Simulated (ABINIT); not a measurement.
## Na2H6Pt (Fm-3m): G0W0 with and without spin-orbit coupling

Aim: spinor G0W0 for Na2H6Pt (Fm-3m) beside the scalar-relativistic result.

Method: PBEsol and many-body steps on it, plane waves, in ABINIT 10.8.3.

### Step 1. Set-up

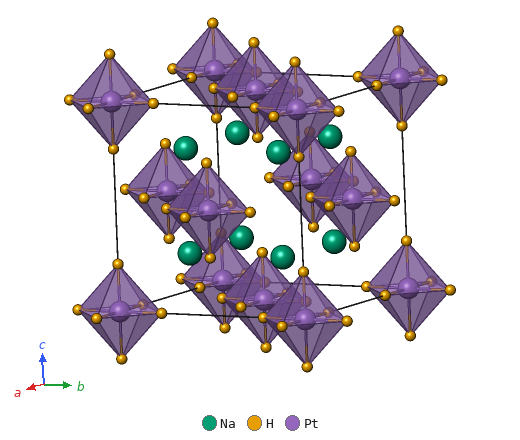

The starting structure, seen slightly off an axis (sodium teal, hydrogen orange, platinum purple). This picture shows the conventional cell, with its axes. Some periodic images of atoms are drawn too.

The cell and positions are those that the Materials Project relaxed with its own functionals (PBE, PBE+U or r2SCAN), kept fixed. Spin-orbit coupling is left out unless a step names it.

### Step 2. Empty states on the mesh, 2×2×2 mesh, 73 bands

This step: ABINIT 10.8.3; DFT, PBEsol, plane waves, norm-conserving pseudopotentials.

The sums over transitions need many empty states on a uniform mesh; this step solves for them.

Contents of run.abi:

```
acell 3*1.0 Angstrom
rprim 
  0.000000000000 3.629315950000 3.629315950000
  3.629315950000 0.000000000000 3.629315950000
  3.629315950000 3.629315950000 0.000000000000
ntypat 3
znucl 11 1 78
natom 9
typat 1 1 2 2 2 2 2 2 3
xred 
  0.750000000000 0.750000000000 0.750000000000
  0.250000000000 0.250000000000 0.250000000000
  0.774464350000 0.774464350000 0.225535650000
  0.225535650000 0.774464350000 0.225535650000
  0.774464350000 0.225535650000 0.225535650000
  0.225535650000 0.225535650000 0.774464350000
  0.774464350000 0.225535650000 0.774464350000
  0.225535650000 0.774464350000 0.774464350000
  0.000000000000 0.000000000000 0.000000000000
pp_dirpath "pseudos"
pseudos "Na.upf, H.upf, Pt.upf"
ecut 38
ngkpt 2 2 2
nshiftk 1
shiftk 0 0 0
kptopt 1
chksymbreak 0
iscf -2
irdden 1
istwfk *1
nband 73
nbdbuf 6
tolwfr 1e-09
nstep 60
prtvol 0
indata_prefix "in"
outdata_prefix "out"
tmpdata_prefix "tmp"
```

Command:

```console
OMP_NUM_THREADS=1 mpirun -n 4 abinit run.abi > log
```

Numbers of over 12 decimals in the logs are rounded to 6 here.

Output:

```text
.Version 10.8.3 of ABINIT. v10.8.2 released Aug 2026.

 Symmetries : space group Fm -3 m (#225); Bravais cF (face-center cubic)
[... echo of the input left out ...]
== DATASET  1 ==================================================================
-   mpi_nproc: 4, omp_nthreads: 1 (-1 if OMP is not activated)
-    --> not optimal distribution: autoparal keyword recommended in input file <--

--- !DatasetInfo
iteration_state: {dtset: 1, }
dimensions: {natom: 9, nkpt: 3, mband: 73, nsppol: 1, nspinor: 1, nspden: 1, mpw: 7239, }
cutoff_energies: {ecut:  38.0, pawecutdg:  -1.0, }
[...]
1.09250    1.09250    1.09250    1.10435    1.10435    1.10435    1.12966    1.12966
   1.17100    1.17100    1.17100    1.18460    1.18460    1.18460    1.21555    1.21555
   1.21555
 prteigrs : prtvol=0 or 1, do not print more k-points.

== END DATASET(S) ==============================================================
================================================================================

 -outvars: echo values of variables after computation  --------
            nband          73
             nkpt           3
          spgroup         225
 [... the other variables as echoed above ...]

 Calculation completed.
```

It took 29 s on 4 MPI ranks of Arm Neoverse N1, shared host; peak memory 0.33 GiB.

This step gave:

| Quantity | Value |
| --- | --- |
| gap | 3.477 eV |
| k of the valence top | 0.5, 0, 0 |
| k of the conduction bottom | 0.5, 0.5, 0 |
| least direct gap | 4.230 eV |
| k points computed | 3 |
| lowest point of the top converged band, above the valence top | 31.49 eV |

On this mesh the gap is 3.477 eV.

The density comes from a self-consistent run that is not shown.

### Step 3. Screening, 2×2×2 mesh, 67 bands, screening to 98 eV

The RPA dielectric matrix is built and inverted for each q.

This step: RPA screening on PBEsol, plane waves, norm-conserving pseudopotentials.

Changes to run.abi since step 2:

```diff
@@ -27,10 +27,11 @@
 chksymbreak 0
-iscf -2
-irdden 1
 istwfk *1
-nband 73
-nbdbuf 6
-tolwfr 1e-09
-nstep 60
-prtvol 0
+occopt 1
+irdwfk 1
+optdriver 3
+nband 67
+ecuteps 3.6
+inclvkb 0
+awtr 1
+symchi 1
 indata_prefix "in"
```

Output:

```text
.Version 10.8.3 of ABINIT. v10.8.2 released Aug 2026.

 Symmetries : space group Fm -3 m (#225); Bravais cF (face-center cubic)
[... echo of the input left out ...]
== DATASET  1 ==================================================================
-   mpi_nproc: 4, omp_nthreads: 1 (-1 if OMP is not activated)

--- !DatasetInfo
iteration_state: {dtset: 1, }
dimensions: {natom: 9, nkpt: 3, mband: 67, nsppol: 1, nspinor: 1, nspden: 1, mpw: 7239, }
cutoff_energies: {ecut:  38.0, pawecutdg:  -1.0, }
electrons: {nelect:   4.20000000E+01, charge:   0.00000000E+00, occopt:   1.00000000E+00, tsmear:   1.00000000E-02, }

 SCREENING: Calculation of the susceptibility and dielectric matrices

 Based on a program developped by R.W. Godby, V. Olevano, G. Onida, and L. Reining.
 Incorporated in ABINIT by V. Olevano, G.-M. Rignanese, and M. Torrent.
.Using double precision arithmetic ; gwpc =  8

[... cell and pseudopotentials left out ...]
--------------------------------------------------------------------------------

 ==== K-mesh for the wavefunctions ====
 Number of points in the irreducible wedge :     3
[... list of points left out ...]
 Together with 48 symmetry operations and time-reversal symmetry
 yields     8 points in the full Brillouin Zone.

 ==== Q-mesh for the screening function ====
 Number of points in the irreducible wedge :     3
[... list of points left out ...]
 Together with 48 symmetry operations and time-reversal symmetry
 yields     8 points in the full Brillouin Zone.

 setmesh: FFT mesh size selected  =    36x   36x   36
          total number of points  =        46656

 vcoul_init : cutoff-mode = AUXILIARY_FUNCTION
 q-points for optical limit:   1
     1)      0.000010    0.000020    0.000030

- screening: taking advantage of time-reversal symmetry
- Maximum band index for partially occupied states nbvw = 21
- Remaining bands to be divided among processors   nbcw = 46
- Number of bands treated by each node ~11

 Number of electrons calculated from density =   42.0000; Expected =   42.0000
 average of density, n =  0.065095
 r_s =    1.5421
 omega_plasma =   24.6110 [eV]

 calculating chi0 at frequencies [eV] :
  1    0.000000E+00    0.000000E+00
  2    0.000000E+00    2.461103E+01

--------------------------------------------------------------------------------
  q-point number  1        q = ( 0.000000, 0.000000, 0.000000) [r.l.u.]
--------------------------------------------------------------------------------
[... chi0 elements left out ...]
 For q-point:  0.000010 0.000020 0.000030
  dielectric constant =   3.8704
  dielectric constant without local fields =   4.7790

  Average fulfillment of the sum rule on Im[epsilon] for q-point    1 :     35.48  [%]
[... wings left out ...]
  q-point number  2        q = ( 0.500000, 0.000000, 0.000000) [r.l.u.]
--------------------------------------------------------------------------------
[... chi0 elements left out ...]
  Average fulfillment of the sum rule on Im[epsilon] for q-point    2 :     42.59  [%]

 [... 1 further q-points ...]
```

The job ended after 8.2 s (4 MPI ranks; peak memory 0.69 GiB; 32 s of CPU time).

Numbers from this step:

```yaml
eps_infinity_with_local_fields_on_this_mesh_along_the_program_s_q_direction: 3.870
the_same_without_local_fields: 4.779
plasma_frequency: 24.61 eV
plane_waves_in_the_screening_matrix: 181
```

Local fields lower ε∞ by 19 %. On a Γ-centred mesh this coarse the value itself is usually too large, while a short band sum pulls it down.

### Step 4. Scalar-relativistic

The self-energy is evaluated for the states that the input lists, and the levels follow from it, in one-shot runs by the linearised quasiparticle equation.

This step: G0W0 on PBEsol, plane waves, norm-conserving pseudopotentials.

Changes to run.abi since step 3:

```diff
@@ -30,8 +30,19 @@
 irdwfk 1
-optdriver 3
+optdriver 4
 nband 67
+gwcalctyp 0
+ecutsigx 38
+symsigma 1
+nkptgw 3
+kptgw 
+  0.5000000000 0.0000000000 0.0000000000
+  0.5000000000 0.5000000000 0.0000000000
+  0.0000000000 0.0000000000 0.0000000000
+bdgw 
+  20 23
+  20 23
+  19 24
 ecuteps 3.6
-inclvkb 0
-awtr 1
-symchi 1
+irdscr 1
+ppmodel 1
 indata_prefix "in"
```

Output:

```text
.Version 10.8.3 of ABINIT. v10.8.2 released Aug 2026.

 Symmetries : space group Fm -3 m (#225); Bravais cF (face-center cubic)
[... echo of the input left out ...]
== DATASET  1 ==================================================================
-   mpi_nproc: 4, omp_nthreads: 1 (-1 if OMP is not activated)

--- !DatasetInfo
iteration_state: {dtset: 1, }
dimensions: {natom: 9, nkpt: 3, mband: 67, nsppol: 1, nspinor: 1, nspden: 1, mpw: 7239, }
cutoff_energies: {ecut:  38.0, pawecutdg:  -1.0, }
electrons: {nelect:   4.20000000E+01, charge:   0.00000000E+00, occopt:   1.00000000E+00, tsmear:   1.00000000E-02, }

 SIGMA: Calculation of the GW corrections

 Based on a program developped by R.W. Godby, V. Olevano, G. Onida, and L. Reining.
 Incorporated in ABINIT by V. Olevano, G.-M. Rignanese, and M. Torrent.
.Using double precision arithmetic ; gwpc =  8

[... cell and pseudopotentials left out ...]
--------------------------------------------------------------------------------

 ==== K-mesh for the wavefunctions ====
 Number of points in the irreducible wedge :     3
[... list of points left out ...]
 Together with 48 symmetry operations and time-reversal symmetry
 yields     8 points in the full Brillouin Zone.

 ==== Q-mesh for screening function ====
 Number of points in the irreducible wedge :     3
[... list of points left out ...]
 Together with 48 symmetry operations and time-reversal symmetry
 yields     8 points in the full Brillouin Zone.

 vcoul_init : cutoff-mode = AUXILIARY_FUNCTION
 q-points for optical limit:   1
     1)      0.000010    0.000020    0.000030
 setmesh: FFT mesh size selected  =    54x   54x   54
          total number of points  =       157464

 Number of electrons calculated from density =   42.0000; Expected =   42.0000
 average of density, n =  0.065095
 r_s =    1.5421
 omega_plasma =   24.6110 [eV]

 === KS Band Gaps ===
  >>>> For spin  1
   Minimum direct gap =   4.2302 [eV], located at k-point      :   0.5000  0.5000  0.0000
   Fundamental gap    =   3.4770 [eV], Top of valence bands at :   0.5000  0.0000  0.0000
                                       Bottom of conduction at :   0.5000  0.5000  0.0000
 SIGMA fundamental parameters:
 PLASMON POLE MODEL  1
 number of plane-waves for SigmaX                 7239
 number of plane-waves for SigmaC and W            181
 number of plane-waves for wavefunctions          7239
 number of bands                                    67
 number of independent spin polarizations            1
 number of spinorial components                      1
 number of k-points in IBZ                           3
 number of q-points in IBZ                           3
 number of symmetry operations                      48
 number of k-points in BZ                            8
 number of q-points in BZ                            8
 number of frequencies for dSigma/dE                 9
 frequency step for dSigma/dE [eV]                0.25
 number of omega for Sigma on real axis              0
 max omega for Sigma on real axis  [eV]           0.00
 zcut for avoiding poles [eV]                     0.10

 EPSILON^-1 parameters (SCR file):
 dimension of the eps^-1 matrix on file            181
 dimension of the eps^-1 matrix used               181
 number of plane-waves for wavefunctions          7239
 number of bands                                    67
 number of q-points in IBZ                           3
 number of frequencies                               2
 number of real frequencies                          1
 number of imag frequencies                          1

 matrix elements of self-energy operator (all in [eV])

 Perturbative Calculation

--- !SelfEnergy_ee
iteration_state: {dtset: 1, }
kpoint     : [   0.500,    0.000,    0.000, ]
spin       : 1
KS_gap     :    5.764
QP_gap     :    8.137
Delta_QP_KS:    2.373
data: !SigmaeeData |
     Band     E0 <VxcDFT>   SigX SigC(E0)      Z dSigC/dE  Sig(E)    E-E0       E
       20   0.376 -12.057 -15.082   2.212   0.819  -0.220 -12.723  -0.666  -0.290
       21   0.376 -12.057 -15.082   2.212   0.819  -0.220 -12.723  -0.666  -0.290
       22   6.140 -13.082  -8.609  -2.431   0.835  -0.197 -11.375   1.706   7.847
       23   6.140 -13.082  -8.609  -2.431   0.835  -0.197 -11.375   1.706   7.847

--- !SelfEnergy_ee
iteration_state: {dtset: 1, }
kpoint     : [   0.500,    0.500,    0.000, ]
spin       : 1
KS_gap     :    4.230
QP_gap     :    6.454
Delta_QP_KS:    2.224
data: !SigmaeeData |
     Band     E0 <VxcDFT>   SigX SigC(E0)      Z dSigC/dE  Sig(E)    E-E0       E
       20  -0.377 -11.502 -14.676   2.222   0.818  -0.223 -12.280  -0.778  -1.155
       21  -0.377 -11.502 -14.676   2.222   0.818  -0.223 -12.280  -0.778  -1.155
[...]
--- !SelfEnergy_ee
iteration_state: {dtset: 1, }
kpoint     : [   0.000,    0.000,    0.000, ]
spin       : 1
KS_gap     :    6.027
QP_gap     :    8.137
Delta_QP_KS:    2.110
data: !SigmaeeData |
     Band     E0 <VxcDFT>   SigX SigC(E0)      Z dSigC/dE  Sig(E)    E-E0       E
[...]
22   6.208  -9.104  -4.455  -2.988   0.848  -0.179  -7.696   1.408   7.616
       23   7.740 -14.734  -9.766  -2.534   0.818  -0.223 -12.744   1.990   9.730
       24   7.740 -14.734  -9.766  -2.534   0.818  -0.223 -12.744   1.990   9.730

 New Fermi energy :        9.204053E-02 Ha ,    2.504550E+00 eV

 === QP Band Gaps ===
  >>>> For spin  1
   Minimum direct gap =   6.4544 [eV], located at k-point      :   0.5000  0.5000  0.0000
   Fundamental gap    =   5.5892 [eV], Top of valence bands at :   0.5000  0.0000  0.0000
                                       Bottom of conduction at :   0.5000  0.5000  0.0000

== END DATASET(S) ==============================================================
================================================================================

 -outvars: echo values of variables after computation  --------
           etotal      0.0000000000E+00
            nband          67
             nkpt           3
          spgroup         225
 [... the other variables as echoed above ...]

 Calculation completed.
```

Run time: 9.5 s. Hardware: 4 MPI ranks; peak memory 0.96 GiB.

This step gave:

```
G0W0 gap on the points computed              : 5.589 eV
starting gap on the mesh                     : 3.477 eV
k of the valence top                         : 0.5, 0, 0
k of the conduction bottom                   : 0.5, 0.5, 0
Z at the valence top                         : 0.819
Z at the conduction bottom                   : 0.839
least direct G0W0 gap on the computed points : 6.454 eV
```

The gap on the mesh goes from 3.48 eV to 5.59 eV, a correction of +2.11 eV.

### Step 5. Empty states on the mesh, 2×2×2 mesh, 146 bands

This step: DFT, PBEsol with spin-orbit coupling, plane waves, norm-conserving pseudopotentials.

Changes to run.abi since step 4:

```diff
@@ -22,2 +22,3 @@
 ecut 38
+nspinor 2
 ngkpt 2 2 2
@@ -27,22 +28,10 @@
 chksymbreak 0
+iscf -2
+irdden 1
 istwfk *1
-occopt 1
-irdwfk 1
-optdriver 4
-nband 67
-gwcalctyp 0
-ecutsigx 38
-symsigma 1
-nkptgw 3
-kptgw 
-  0.5000000000 0.0000000000 0.0000000000
-  0.5000000000 0.5000000000 0.0000000000
-  0.0000000000 0.0000000000 0.0000000000
-bdgw 
-  20 23
-  20 23
-  19 24
-ecuteps 3.6
-irdscr 1
-ppmodel 1
+nband 146
+nbdbuf 12
+tolwfr 1e-09
+nstep 60
+prtvol 0
 indata_prefix "in"
```

Output:

```text
.Version 10.8.3 of ABINIT. v10.8.2 released Aug 2026.

 Symmetries : space group Fm -3 m (#225); Bravais cF (face-center cubic)
[... echo of the input left out ...]
== DATASET  1 ==================================================================
-   mpi_nproc: 4, omp_nthreads: 1 (-1 if OMP is not activated)
-    --> not optimal distribution: autoparal keyword recommended in input file <--

--- !DatasetInfo
iteration_state: {dtset: 1, }
dimensions: {natom: 9, nkpt: 3, mband: 146, nsppol: 1, nspinor: 2, nspden: 1, mpw: 7239, }
cutoff_energies: {ecut:  38.0, pawecutdg:  -1.0, }
[...]
1.15581    1.15581    1.18058    1.18058    1.18058    1.18058    1.18441    1.18441
   1.18506    1.18506    1.18506    1.18506    1.21351    1.21351    1.21351    1.21351
   1.22314    1.22314
 prteigrs : prtvol=0 or 1, do not print more k-points.

== END DATASET(S) ==============================================================
================================================================================

 -outvars: echo values of variables after computation  --------
            nband         146
             nkpt           3
          spgroup         225
 [... the other variables as echoed above ...]

 Calculation completed.
```

It took 3.2 min on 4 MPI ranks; peak memory 0.43 GiB; 13 min of CPU time.

Numbers from this step:

- gap: 3.280 eV
- k of the valence top: 0.5, 0, 0
- k of the conduction bottom: 0.5, 0.5, 0
- least direct gap: 4.073 eV
- k points computed: 3
- lowest point of the top converged band, above the valence top: 31.51 eV

On this mesh the gap is 3.280 eV.

The density comes from a self-consistent run that is not shown, made with spin-orbit coupling and fully relativistic files.

### Step 6. Screening, 2×2×2 mesh, 134 bands, screening to 98 eV

This step: RPA screening on PBEsol with spin-orbit coupling, plane waves, norm-conserving pseudopotentials.

Changes to run.abi since step 5:

```diff
@@ -28,10 +28,11 @@
 chksymbreak 0
-iscf -2
-irdden 1
 istwfk *1
-nband 146
-nbdbuf 12
-tolwfr 1e-09
-nstep 60
-prtvol 0
+occopt 1
+irdwfk 1
+optdriver 3
+nband 134
+ecuteps 3.6
+inclvkb 0
+awtr 1
+symchi 1
 indata_prefix "in"
```

Output:

```text
.Version 10.8.3 of ABINIT. v10.8.2 released Aug 2026.

 Symmetries : space group Fm -3 m (#225); Bravais cF (face-center cubic)
[... echo of the input left out ...]
== DATASET  1 ==================================================================
-   mpi_nproc: 4, omp_nthreads: 1 (-1 if OMP is not activated)

--- !DatasetInfo
iteration_state: {dtset: 1, }
dimensions: {natom: 9, nkpt: 3, mband: 134, nsppol: 1, nspinor: 2, nspden: 1, mpw: 7239, }
cutoff_energies: {ecut:  38.0, pawecutdg:  -1.0, }
electrons: {nelect:   4.20000000E+01, charge:   0.00000000E+00, occopt:   1.00000000E+00, tsmear:   1.00000000E-02, }

 SCREENING: Calculation of the susceptibility and dielectric matrices

 Based on a program developped by R.W. Godby, V. Olevano, G. Onida, and L. Reining.
 Incorporated in ABINIT by V. Olevano, G.-M. Rignanese, and M. Torrent.
.Using double precision arithmetic ; gwpc =  8

[... cell and pseudopotentials left out ...]
--------------------------------------------------------------------------------

 ==== K-mesh for the wavefunctions ====
 Number of points in the irreducible wedge :     3
[... list of points left out ...]
 Together with 48 symmetry operations and time-reversal symmetry
 yields     8 points in the full Brillouin Zone.

 ==== Q-mesh for the screening function ====
 Number of points in the irreducible wedge :     3
[... list of points left out ...]
 Together with 48 symmetry operations and time-reversal symmetry
 yields     8 points in the full Brillouin Zone.

 setmesh: FFT mesh size selected  =    36x   36x   36
          total number of points  =        46656

 vcoul_init : cutoff-mode = AUXILIARY_FUNCTION
 q-points for optical limit:   1
     1)      0.000010    0.000020    0.000030

- screening: taking advantage of time-reversal symmetry
- Maximum band index for partially occupied states nbvw = 42
- Remaining bands to be divided among processors   nbcw = 92
- Number of bands treated by each node ~23

 Number of electrons calculated from density =   42.0000; Expected =   42.0000
 average of density, n =  0.065095
 r_s =    1.5421
 omega_plasma =   24.6110 [eV]

 calculating chi0 at frequencies [eV] :
  1    0.000000E+00    0.000000E+00
  2    0.000000E+00    2.461103E+01

--------------------------------------------------------------------------------
  q-point number  1        q = ( 0.000000, 0.000000, 0.000000) [r.l.u.]
--------------------------------------------------------------------------------
[... chi0 elements left out ...]
 For q-point:  0.000010 0.000020 0.000030
  dielectric constant =   3.8481
  dielectric constant without local fields =   4.7327

  Average fulfillment of the sum rule on Im[epsilon] for q-point    1 :     35.53  [%]
[... wings left out ...]
  q-point number  2        q = ( 0.500000, 0.000000, 0.000000) [r.l.u.]
--------------------------------------------------------------------------------
[... chi0 elements left out ...]
  Average fulfillment of the sum rule on Im[epsilon] for q-point    2 :     42.64  [%]

 [... 1 further q-points ...]
```

Run time: 47 s. Hardware: 4 MPI ranks; peak memory 1.6 GiB; 3.1 min of CPU time.

Numbers from this step:

```
ε∞ with local fields, on this mesh, along the program's q direction : 3.848
the same without local fields                                       : 4.733
plasma frequency                                                    : 24.61 eV
plane waves in the screening matrix                                 : 181
```

[end of part 1 of 2]

[Paths, hosts, dates, memory and timing lines, banners, echoed tables and standing remarks are left out of the program output.]

[Logs are printed without paths, hosts, clocks, repeated set-up lines and the standing remarks that a program may print on its own settings, such as how far it seeks lower states.]

[Runs of the session that timed out or met a known fault of the program may be left out.]

[Hosts, paths, dates, database ids (printed as entryN), source tags and the programs' standing remarks are cut or masked in the printed files.]

[G0W0 gaps are taken among the corrected bands and points alone; a level outside them can change the order at an edge.]

[Where Ansatz stands beside ABINIT at settings called matched, ABINIT's density can come from a denser mesh and the files from another edition; pairs whose starting gaps differed by over 0.03 eV were left out, so agreement reads better than it is.]
